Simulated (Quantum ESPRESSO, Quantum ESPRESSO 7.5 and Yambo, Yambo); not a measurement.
## Quasiparticle gap of PtSe2 (1T monolayer) in Yambo

How does a plane-wave GW calculation on PtSe2 (1T monolayer) run from the first input to the gap?

Calculated with Quantum ESPRESSO 7.5 and Yambo 5.3.0; PBE and many-body steps on it, plane waves.

**What was measured.**

- Gap 1.9 ± 0.05 eV: quasiparticle gap from STS, domains aligned with graphene; scanning tunneling spectroscopy; 8.5 K; monolayer (MBE-grown monolayer on epitaxial bilayer graphene, twist angle near 0 deg) on bilayer graphene on SiC(0001) (“Angular dependence of the interlayer coupling at the interface between two dimensional materials 1T-PtSe2 and graphene”, 2023, arxiv:2311.08165).

- Gap 2 ± 0.1 eV: quasiparticle gap of the first layer from STS; scanning tunnelling spectroscopy; 77 K; monolayer (MBE-grown first layer on HOPG) on HOPG (“Precise Layer-Dependent Electronic Structure of MBE-Grown PtSe2”, 2021, arxiv:2105.03334).

- Gap 1.95 ± 0.05 eV: quasiparticle gap of 1 ML from STS, average over islands; scanning tunnelling spectroscopy; monolayer (MBE-grown monolayer islands on bilayer graphene) on bilayer graphene on SiC(0001) (“Atomic-layer controlled THz Spintronic emission from Epitaxially grown Two dimensional PtSe2/ferromagnet heterostructures”, 2023, arxiv:2305.06895).

## 1. Set-up

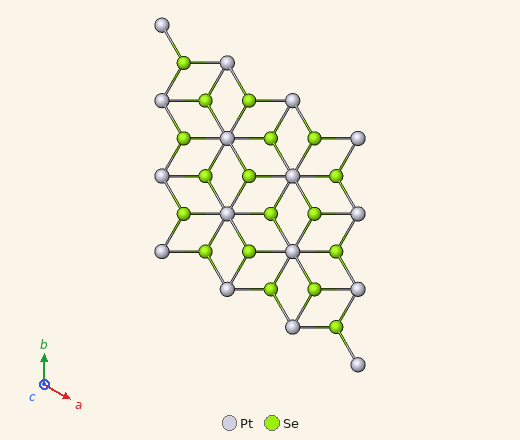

The starting structure, seen from above (platinum light grey, selenium green). 3×3×1 cells are drawn. Some periodic images of atoms are drawn too.

The cell holds 3 atoms: 1 Pt and 2 Se. Cell: a = 3.749 Å, b = 3.749 Å, c = 15.000 Å, α = 90.0°, β = 90.0°, γ = 120.0°. Vacuum lies along c.

The structure was relaxed with PBE. The runs that relaxed it are not among those shown. Spin-orbit coupling is left out unless a step names it.

## 2. Ground state

This step: Quantum ESPRESSO 7.5; DFT, PBE, plane waves, norm-conserving pseudopotentials.

The ground-state density comes first.

Input file pw.in:

```
&control
  calculation = 'scf'
  prefix = 'x'
  outdir = 'o'
  pseudo_dir = 'pseudo'
/
&system
  ibrav = 0
  nat = 3
  ntyp = 2
  ecutwfc = 104.0
  nbnd = 38
  force_symmorphic = .true.
/
&electrons
  conv_thr = 1e-10
  electron_maxstep = 80
  mixing_beta = 0.5
/
ATOMIC_SPECIES
  Pt 195.08 Pt.upf
  Se 78.971 Se.upf
CELL_PARAMETERS angstrom
  3.7489144268 -0.0000000002 0.0000000000
  -1.8744572132 3.2466551303 0.0000000000
  0.0000000000 0.0000000000 15.0000000000
ATOMIC_POSITIONS crystal
  Pt 0.0000000000 0.0000000000 0.5000000000
  Se 0.3333333333 0.6666666667 0.5871293917
  Se 0.6666666667 0.3333333333 0.4128706083
K_POINTS automatic
  9 9 1 0 0 0
```

The run is started by

```sh
> OMP_NUM_THREADS=1 mpirun -n 8 pw.x -nk 8 -in pw.in > pw.out
```

Log:

```text
Program PWSCF v.7.5 starts

     This program is part of the open-source Quantum ESPRESSO suite
     for quantum simulation of materials; please cite
         "P. Giannozzi et al., J. Phys.:Condens. Matter 21 395502 (2009);
         "P. Giannozzi et al., J. Phys.:Condens. Matter 29 465901 (2017);
         "P. Giannozzi et al., J. Chem. Phys. 152 154105 (2020);
     in publications or presentations arising from this work. More details at
     Message from routine setup:
     using ibrav=0 with symmetry is DISCOURAGED, use correct ibrav instead

     G-vector sticks info

     bravais-lattice index     =            0
     lattice parameter (alat)  =       7.0844  a.u.
     unit-cell volume          =    1232.0534 (a.u.)^3
     number of atoms/cell      =            3
     number of atomic types    =            2
     number of electrons       =        66.00
     number of Kohn-Sham states=           38
     kinetic-energy cutoff     =     104.0000  Ry
     charge density cutoff     =     416.0000  Ry
     scf convergence threshold =      1.0E-10
     mixing beta               =       0.5000
     number of iterations used =            8  plain     mixing
     Exchange-correlation= PBE
                           (   1   4   3   4   0   0   0)

     celldm(1)=   7.084422  celldm(2)=   0.000000  celldm(3)=   0.000000
     celldm(4)=   0.000000  celldm(5)=   0.000000  celldm(6)=   0.000000

     crystal axes: (cart. coord. in units of alat)
               a(1) = (   1.000000  -0.000000   0.000000 )
               a(2) = (  -0.500000   0.866025   0.000000 )
               a(3) = (   0.000000   0.000000   4.001158 )

     reciprocal axes: (cart. coord. in units 2 pi/alat)
               b(1) = (  1.000000  0.577350 -0.000000 )
               b(2) = (  0.000000  1.154701 -0.000000 )
               b(3) = ( -0.000000 -0.000000  0.249928 )
     Pseudo is Norm-conserving + core correction, Zval = 18.0
     Generated using ONCVPSP code by D. R. Hamann
     Using radial grid of 1374 points,  8 beta functions with:
     Pseudo is Norm-conserving + core correction, Zval = 24.0
     Generated using ONCVPSP code by D. R. Hamann
     Using radial grid of 1214 points,  6 beta functions with:
     Pt               18.00   195.08000     Pt( 1.00)
     Se               24.00    78.97100     Se( 1.00)

     12 Sym. Ops., with inversion, found

   Cartesian axes

     site n.     atom                  positions (alat units)
         1        Pt     tau(   1) = (   0.0000000   0.0000000   2.0005791  )
         2        Se     tau(   2) = (  -0.0000000   0.5773503   2.3491976  )
         3        Se     tau(   3) = (   0.5000000   0.2886751   1.6519607  )

     number of k points=    12
                       cart. coord. in units 2pi/alat
        k(    1) = (   0.0000000   0.0000000   0.0000000), wk =   0.0246914
        k(    2) = (   0.0000000   0.1283001   0.0000000), wk =   0.1481481
        k(    3) = (   0.0000000   0.2566001   0.0000000), wk =   0.1481481
        k(    4) = (   0.0000000   0.3849002   0.0000000), wk =   0.1481481
        k(    5) = (   0.0000000   0.5132002   0.0000000), wk =   0.1481481
        k(    6) = (   0.1111111   0.1924501   0.0000000), wk =   0.1481481
        k(    7) = (   0.1111111   0.3207501   0.0000000), wk =   0.2962963
        k(    8) = (   0.1111111   0.4490502   0.0000000), wk =   0.2962963
        k(    9) = (   0.1111111   0.5773503   0.0000000), wk =   0.1481481
        k(   10) = (   0.2222222   0.3849002   0.0000000), wk =   0.1481481
        k(   11) = (   0.2222222   0.5132002   0.0000000), wk =   0.2962963
        k(   12) = (   0.3333333   0.5773503   0.0000000), wk =   0.0493827

     Dense  grid:   176153 G-vectors     FFT dimensions: (  45,  45, 192)

     Initial potential from superposition of free atoms

     starting charge      65.9997, renormalised to      66.0000
     Starting wfcs are   36 randomized atomic wfcs +    2 random wfcs

     per-process dynamical memory:   133.6 Mb

     Self-consistent Calculation

     iteration #  1     ecut=   104.00 Ry     beta= 0.50

     Threshold (ethr) on eigenvalues was too large:
     Diagonalizing with lowered threshold

     total energy              =   -1614.18136200 Ry
     estimated scf accuracy    <       0.31961043 Ry

     iteration #  2     ecut=   104.00 Ry     beta= 0.50

     total energy              =   -1614.23510693 Ry
     estimated scf accuracy    <       0.57654159 Ry

     iteration #  3     ecut=   104.00 Ry     beta= 0.50

     total energy              =   -1614.32206733 Ry
     estimated scf accuracy    <       0.00488636 Ry

     iteration #  4     ecut=   104.00 Ry     beta= 0.50

     total energy              =   -1614.32232749 Ry
     estimated scf accuracy    <       0.00096382 Ry

     iteration #  5     ecut=   104.00 Ry     beta= 0.50

     total energy              =   -1614.32238873 Ry
     estimated scf accuracy    <       0.00001731 Ry

     iteration #  6     ecut=   104.00 Ry     beta= 0.50

     total energy              =   -1614.32239353 Ry
     estimated scf accuracy    <       0.00000353 Ry

     iteration #  7     ecut=   104.00 Ry     beta= 0.50

     total energy              =   -1614.32239447 Ry
     estimated scf accuracy    <       0.00000057 Ry

     iteration #  8     ecut=   104.00 Ry     beta= 0.50

     total energy              =   -1614.32239449 Ry
     estimated scf accuracy    <       0.00000007 Ry

     iteration #  9     ecut=   104.00 Ry     beta= 0.50

     total energy              =   -1614.32239451 Ry
     estimated scf accuracy    <          8.6E-09 Ry

     iteration # 10     ecut=   104.00 Ry     beta= 0.50

     End of self-consistent calculation

          k = 0.0000 0.0000 0.0000 ( 22077 PWs)   bands (ev):

  -207.1182-207.1182-146.6053-146.6053-146.6053-146.6053-146.5597-146.5597
   -97.9264 -52.0750 -52.0750 -52.0007 -46.7795 -46.7795 -46.7780 -46.7780
   -46.7380 -46.7380 -46.7353 -46.7353 -46.7225 -46.7222 -13.3238 -11.5553
    -4.4193  -4.4193  -4.3805  -2.1757  -2.1757  -0.6014   0.0320   0.5741
     0.5741   3.5310   3.5310   4.9211   5.8587   6.0641

          k = 0.0000 0.1283 0.0000 ( 22126 PWs)   bands (ev):

  -207.1182-207.1182-146.6053-146.6053-146.6053-146.6053-146.5597-146.5597
   -97.9264 -52.0760 -52.0753 -52.0007 -46.7794 -46.7794 -46.7782 -46.7780
   -46.7379 -46.7378 -46.7356 -46.7353 -46.7225 -46.7222 -13.1961 -11.5661
    -4.4342  -4.3416  -4.2545  -2.3691  -2.2672  -1.0149   0.2458   0.5133
     0.5684   2.7726   3.3537   5.2764   6.0723   6.4151

          k = 0.0000 0.2566 0.0000 ( 22118 PWs)   bands (ev):

  -207.1182-207.1182-146.6053-146.6053-146.6053-146.6053-146.5597-146.5597
   -97.9264 -52.0786 -52.0760 -52.0005 -46.7792 -46.7790 -46.7787 -46.7781
   -46.7376 -46.7372 -46.7363 -46.7355 -46.7224 -46.7221 -12.8434 -11.5974
    -4.4250  -4.1566  -3.9513  -3.0405  -2.3970  -1.5088   0.2006   0.3442
     0.4575   1.9660   3.1482   5.9326   6.3069   6.6841

          k = 0.0000 0.3849 0.0000 ( 22120 PWs)   bands (ev):

     [... further k-points ...]

     highest occupied, lowest unoccupied level (ev):     0.5741    1.9660

!    total energy              =   -1614.32239451 Ry
     estimated scf accuracy    <          4.2E-11 Ry

     The total energy is the sum of the following terms:
     one-electron contribution =   -4371.21976129 Ry
     hartree contribution      =    2118.66357646 Ry
     xc contribution           =    -162.83944494 Ry
     ewald contribution        =     801.07323525 Ry

     convergence has been achieved in  10 iterations

     XML data file, charge density, pseudopotentials, collected wavefunctions

=------------------------------------------------------------------------------=
   JOB DONE.
=------------------------------------------------------------------------------=
```

Wall time 37 s (8 MPI ranks of Arm Neoverse V1, shared host); peak memory 1.6 GiB.

Numbers from this step:

| Quantity | Value |
| --- | --- |
| total energy | -21963.9751 eV |
| gap | 1.392 eV |
| k of the valence top | 0, 0, 0 |
| k of the conduction bottom | 0, 0.2222, 0 |
| least direct gap | 1.508 eV |

The gap is indirect, with the least direct gap 0.12 eV higher.

## 3. Bands along the symmetry lines

Levels along a band path, at the cheap level, show where the edges lie and whether the meshes to come will hold them.

Input file pw.in:

```
&control
  calculation = 'bands'
  prefix = 'x'
  outdir = 'o'
  pseudo_dir = 'pseudo'
/
&system
  ibrav = 0
  nat = 3
  ntyp = 2
  ecutwfc = 104.0
  nbnd = 39
  force_symmorphic = .true.
/
&electrons
  conv_thr = 1e-9
  electron_maxstep = 80
  diago_full_acc = .true.
  diago_thr_init = 5e-6
/
ATOMIC_SPECIES
  Pt 195.08 Pt.upf
  Se 78.971 Se.upf
CELL_PARAMETERS angstrom
  3.7489144268 -0.0000000002 0.0000000000
  -1.8744572132 3.2466551303 0.0000000000
  0.0000000000 0.0000000000 15.0000000000
ATOMIC_POSITIONS crystal
  Pt 0.0000000000 0.0000000000 0.5000000000
  Se 0.3333333333 0.6666666667 0.5871293917
  Se 0.6666666667 0.3333333333 0.4128706083
K_POINTS crystal
  25
  0.00000000 0.00000000 0.00000000 1
  0.06250000 0.00000000 0.00000000 1
  0.12500000 0.00000000 0.00000000 1
  0.18750000 0.00000000 0.00000000 1
  0.25000000 0.00000000 0.00000000 1
  0.31250000 0.00000000 0.00000000 1
  0.37500000 0.00000000 0.00000000 1
  0.43750000 0.00000000 0.00000000 1
  0.50000000 0.00000000 0.00000000 1
  0.47916667 0.04166667 0.00000000 1
  0.45833333 0.08333333 0.00000000 1
  0.43750000 0.12500000 0.00000000 1
  0.41666666 0.16666666 0.00000000 1
  0.39583333 0.20833333 0.00000000 1
  0.37500000 0.25000000 0.00000000 1
  0.35416666 0.29166666 0.00000000 1
  0.33333333 0.33333333 0.00000000 1
  0.29166666 0.29166666 0.00000000 1
  0.25000000 0.25000000 0.00000000 1
  0.20833333 0.20833333 0.00000000 1
  0.16666666 0.16666666 0.00000000 1
  0.12500000 0.12500000 0.00000000 1
  0.08333333 0.08333333 0.00000000 1
  0.04166667 0.04166667 0.00000000 1
  0.00000000 0.00000000 0.00000000 1
```

Log:

```text
[banner, memory and clock lines left out]
Program PWSCF v.7.5 starts

     Atomic positions and unit cell read from directory:
     o/x.save/

     Message from routine setup:
     using ibrav=0 with symmetry is DISCOURAGED, use correct ibrav instead

     G-vector sticks info

     bravais-lattice index     =            0
     lattice parameter (alat)  =       7.0844  a.u.
     unit-cell volume          =    1232.0534 (a.u.)^3
     number of atoms/cell      =            3
     number of atomic types    =            2
     number of electrons       =        66.00
     number of Kohn-Sham states=           39
     kinetic-energy cutoff     =     104.0000  Ry
     charge density cutoff     =     416.0000  Ry
     Exchange-correlation= PBE
                           (   1   4   3   4   0   0   0)

     celldm(1)=   7.084422  celldm(2)=   0.000000  celldm(3)=   0.000000
     celldm(4)=   0.000000  celldm(5)=   0.000000  celldm(6)=   0.000000

     crystal axes: (cart. coord. in units of alat)
               a(1) = (   1.000000  -0.000000   0.000000 )
               a(2) = (  -0.500000   0.866025   0.000000 )
               a(3) = (   0.000000   0.000000   4.001158 )

     reciprocal axes: (cart. coord. in units 2 pi/alat)
               b(1) = (  1.000000  0.577350 -0.000000 )
               b(2) = (  0.000000  1.154701 -0.000000 )
               b(3) = ( -0.000000 -0.000000  0.249928 )
     Pseudo is Norm-conserving + core correction, Zval = 18.0
     Generated using ONCVPSP code by D. R. Hamann
     Using radial grid of 1374 points,  8 beta functions with:
     Pseudo is Norm-conserving + core correction, Zval = 24.0
     Generated using ONCVPSP code by D. R. Hamann
     Using radial grid of 1214 points,  6 beta functions with:
     Pt               18.00   195.08000     Pt( 1.00)
     Se               24.00    78.97100     Se( 1.00)

     12 Sym. Ops., with inversion, found

   Cartesian axes

     site n.     atom                  positions (alat units)
         1        Pt     tau(   1) = (   0.0000000   0.0000000   2.0005791  )
         2        Se     tau(   2) = (  -0.0000000   0.5773503   2.3491976  )
         3        Se     tau(   3) = (   0.5000000   0.2886751   1.6519607  )

     number of k points=    25
                       cart. coord. in units 2pi/alat
        k(    1) = (   0.0000000   0.0000000   0.0000000), wk =   0.0800000
        k(    2) = (   0.0625000   0.0360844   0.0000000), wk =   0.0800000
        k(    3) = (   0.1250000   0.0721688   0.0000000), wk =   0.0800000
[...]
[... 13 further rows ...]
        k(   24) = (   0.0416667   0.0721688   0.0000000), wk =   0.0800000
        k(   25) = (   0.0000000   0.0000000   0.0000000), wk =   0.0800000

     Dense  grid:   176153 G-vectors     FFT dimensions: (  45,  45, 192)

     The potential is recalculated from file :
     o/x.save/charge-density

     Starting wfcs are   36 randomized atomic wfcs +    3 random wfcs

     Band Structure Calculation

     End of band structure calculation

          k = 0.0000 0.0000 0.0000 ( 22077 PWs)   bands (ev):

  -207.1183-207.1183-146.6054-146.6054-146.6054-146.6054-146.5598-146.5597
   -97.9264 -52.0749 -52.0749 -52.0007 -46.7796 -46.7796 -46.7781 -46.7781
   -46.7381 -46.7381 -46.7353 -46.7353 -46.7226 -46.7222 -13.3238 -11.5553
    -4.4193  -4.4193  -4.3805  -2.1757  -2.1757  -0.6013   0.0320   0.5741
     0.5741   3.5311   3.5311   4.9211   5.8585   6.0642   6.2144

          k = 0.0625 0.0361 0.0000 ( 22130 PWs)   bands (ev):

  -207.1183-207.1183-146.6054-146.6054-146.6054-146.6054-146.5598-146.5597
[...]
0.5776   3.2384   3.4661   5.0488   5.9436   6.1779   6.4723

          k = 0.1250 0.0722 0.0000 ( 22132 PWs)   bands (ev):

  -207.1183-207.1183-146.6054-146.6054-146.6054-146.6054-146.5598-146.5597
[...]
0.5594   2.6308   3.3189   5.3519   6.1168   6.5010   6.9333

[...]
k = 0.0417 0.0722 0.0000 ( 22139 PWs)   bands (ev):

  -207.1183-207.1183-146.6054-146.6054-146.6054-146.6054-146.5598-146.5597
[...]
0.5778   3.1646   3.4346   5.0883   5.9660   6.2156   6.5519

          k = 0.0000 0.0000 0.0000 ( 22077 PWs)   bands (ev):

  -207.1183-207.1183-146.6054-146.6054-146.6054-146.6054-146.5598-146.5597
[...]
-46.7381 -46.7381 -46.7353 -46.7353 -46.7226 -46.7222 -13.3238 -11.5553
    -4.4193  -4.4193  -4.3805  -2.1757  -2.1757  -0.6013   0.0320   0.5741
     0.5741   3.5311   3.5311   4.9211   5.8585   6.0641   6.2144

     XML data file, pseudopotentials, collected wavefunctions
```

The job ended after 18 s (8 MPI ranks; peak memory 1.5 GiB; 2.5 min of CPU time).

Numbers from this step:

- gap: 1.404 eV
- k of the valence top: 0.0417, 0.0417, 0
- k of the conduction bottom: 0.25, 0, 0
- least direct gap: 1.584 eV

The gap is 1.404 eV, +0.012 eV from the run before at this level.

The electronic bands at the labelled points (eV, zero at the top of the highest filled band):

```tsv
point	band 30	band 31	band 32	band 33	band 34	band 35	band 36	band 37
Γ	-1.18	-0.55	0.00	0.00	2.95	2.95	4.34	5.28
M	-2.22	-1.90	-1.79	-1.34	2.39	2.71	4.72	6.22
K	-2.44	-2.15	-0.93	-0.93	1.82	1.82	6.10	8.15
Γ	-1.18	-0.55	0.00	0.00	2.95	2.95	4.34	5.28
```

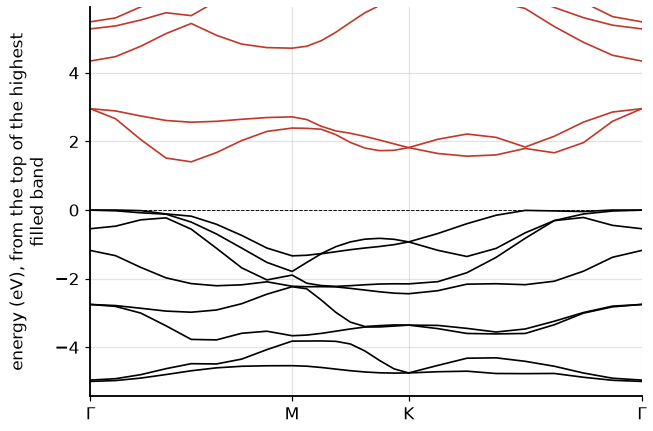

Electronic bands along the path; lines of filled and empty bands in two colours.

(Part 1 of 3 ends here.)

[Paths, hosts, dates, memory and timing lines, banners, echoed tables and standing remarks are left out of the program output.]

[Logs are printed without paths, hosts, clocks, repeated set-up lines and the standing remarks that a program may print on its own settings, such as how far it seeks lower states.]

[Runs of the session that timed out or met a known fault of the program may be left out.]

[Hosts, paths, dates, database ids (printed as entryN), source tags and the programs' standing remarks are cut or masked in the printed files.]
